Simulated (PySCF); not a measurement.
SMILES [Cl][Al-]([Cl])([Cl])[Cl] (charge -1) at its CAM-B3LYP/def2-SVP optimised geometry (Å):

```
5

Cl     1.4397    -1.0179     0.0000
Al    -0.7198    -1.0179     0.0000
Cl    -1.4397     1.0179     0.0000
Cl    -1.4400    -2.0359     1.7628
Cl    -1.4395    -2.0358    -1.7631
```

Computed with CAM-B3LYP/def2-TZVPD (PySCF). Cells within 0.4 Å of a nucleus heavier than hydrogen are left out (blank, or x).

Map of the electron localisation function on the plane z = 1.5 Å:

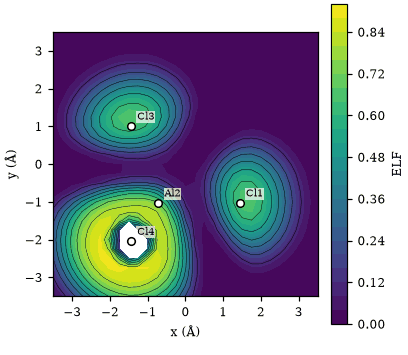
Fig. 1. Electron localisation function on the plane z = 1.5 Å.
